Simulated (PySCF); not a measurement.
# C₅H₅OPS (SMILES Cc1pcsc1C=O): what the fields show

Input file:

```
{"job": {"kind": "uv", "xc": "CAM-B3LYP", "basis": "def2-SVPD", "nstates": 8, "ntriplets": 3}, "charge": 0, "multiplicity": 1}
C     -1.082097    -1.335604    -0.591477
C      0.130803    -0.570604    -0.182923
P      1.740263    -1.311015    -0.248363
C      2.512652     0.100822     0.332138
S      1.571138     1.473640     0.694587
C      0.063515     0.732812     0.259693
C     -1.133192     1.537316     0.396006
O     -2.257612     1.181396     0.137425
H     -0.811639    -2.341621    -0.905625
H     -1.790169    -1.390922     0.234929
H     -1.594569    -0.825688    -1.406874
H      3.573601     0.191774     0.488379
H     -0.927082     2.558181     0.774376
```

Launched as:

```sh
OMP_NUM_THREADS=1 python probes_run.py task.json out
```

Geometry: GFN2-xTB.

Level of theory: CAM-B3LYP/def2-SVPD, SCF density, gas phase in PySCF.

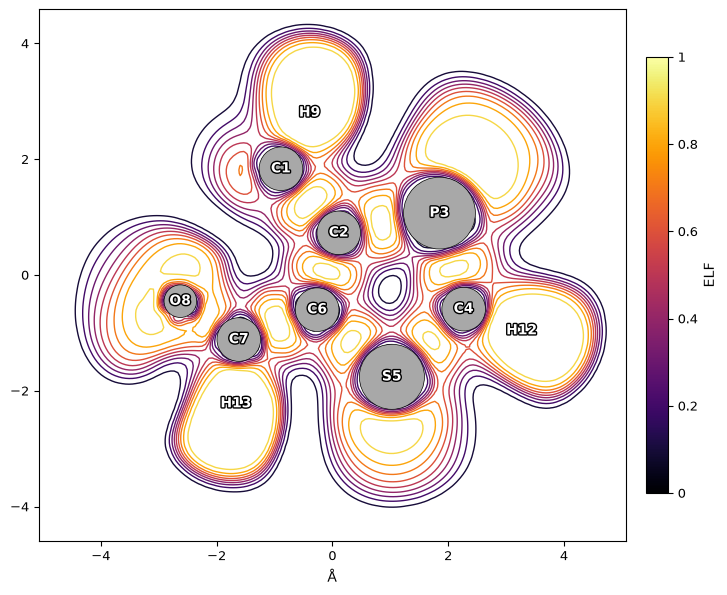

Figure 1. Electron localisation function on the plane of atoms C2, C6 and C7. Grey discs cover the atomic cores.

Interpret the plot.

The section cuts through C, P, S, O and H sites.
C–O (1.21 Å): the ELF peaks at about 0.90 between the atoms (a short, multiple covalent bond).
C–C (1.38 Å): the ELF peaks at about 0.95 between the atoms; localised, covalent bonding.
C–S (1.70 Å): the ELF peaks at about 0.90 between the atoms: localised, covalent bonding.
C–P (1.71 Å): the ELF peaks at about 0.95 between the atoms: a covalent bond.
C–H (1.08 Å): the ELF climbs to about 1 towards the hydrogen, as it does in any bond to H; an ordinary covalent bond to hydrogen.
The ELF also peaks beside S5, O8 and P3, away from the bonds: lone-pair regions.

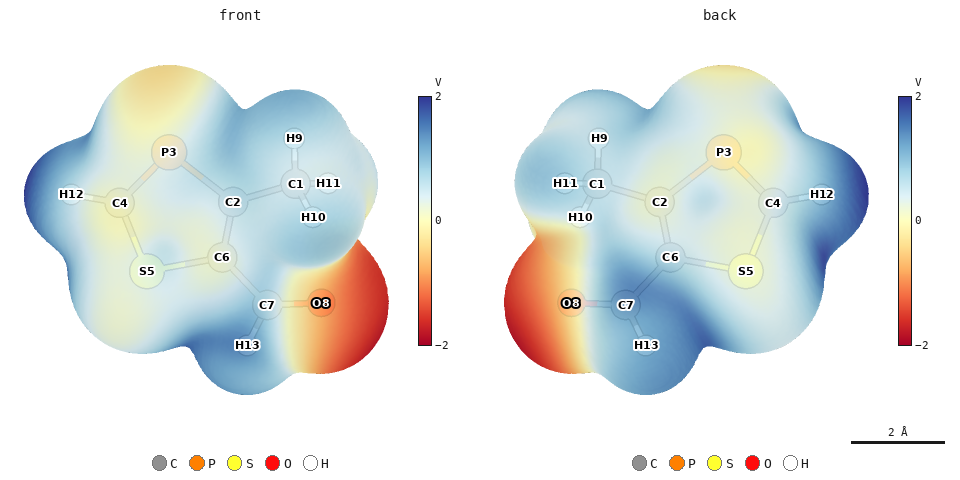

Figure 2. The molecular electrostatic potential painted on the density surface at 0.004 e/bohr³, seen from the front and from behind; red is negative and blue positive.

Where is the surface potential most negative and most positive?

The most negative region (about −1.8 V) lies over O8, the most positive (about +1.9 V) over S5 and H12. O8 is the likeliest acceptor of a hydrogen bond.

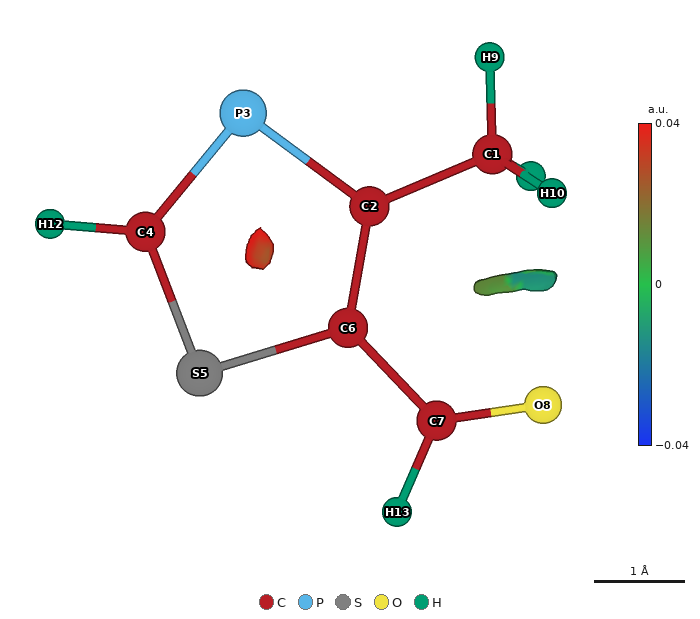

Figure 3. Non-covalent interaction (NCI) plot: the surface where the reduced density gradient is 0.4, for densities under 0.05 a.u., coloured by sign(λ₂)ρ; seen across its widest extent.

Which non-covalent interactions does the plot reveal?

Between C1 and H10 on one side and O8 and C7 on the other: a weak contact, attractive (blue-green) on one side and crowded (olive to red) on the other; inside the ring or cage of C2, P3, C4, S5 and C6: steric crowding (red).
